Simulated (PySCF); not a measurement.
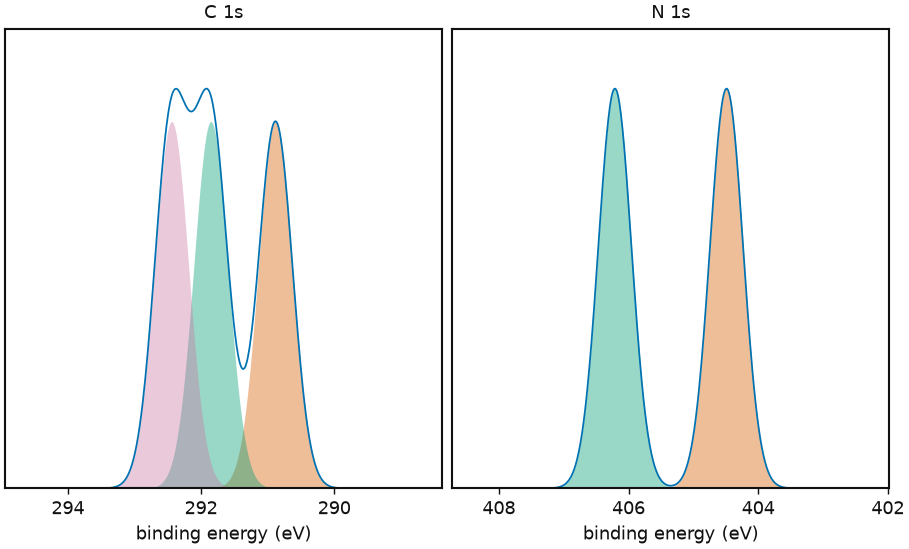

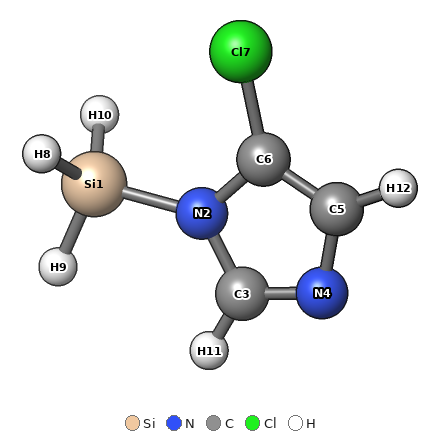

Simulated XPS of C₃H₅ClN₂Si, SMILES [SiH3]n1cncc1Cl. Vertical core-electron binding energies by ΔSCF (SCAN, pcX-2 on the ionised atom, pcseg-1 elsewhere, spin-free X2C; PySCF 2.14.0, at a PBE0-D3(BJ)/def2-SVP geometry (no frequency check)), gas phase, against the vacuum level. One atom of each kind was ionised; within a panel, areas follow the number of like atoms, each panel is scaled alone, Gaussians of 0.6 eV full width. Only the regions named are shown. Lines closer than the width merge in the curve.

Question: Which atoms give which peak?

Answer:
```csv
level,atoms,binding energy (eV)
C 1s,C6,292.4
C 1s,C3,291.9
C 1s,C5,290.9
N 1s,N2,406.2
N 1s,N4,404.5
```

Question: How large is the chemical shift across the C 1s region?

Answer: 1.6 eV, from C5 at 290.9 eV to C6 at 292.4 eV.
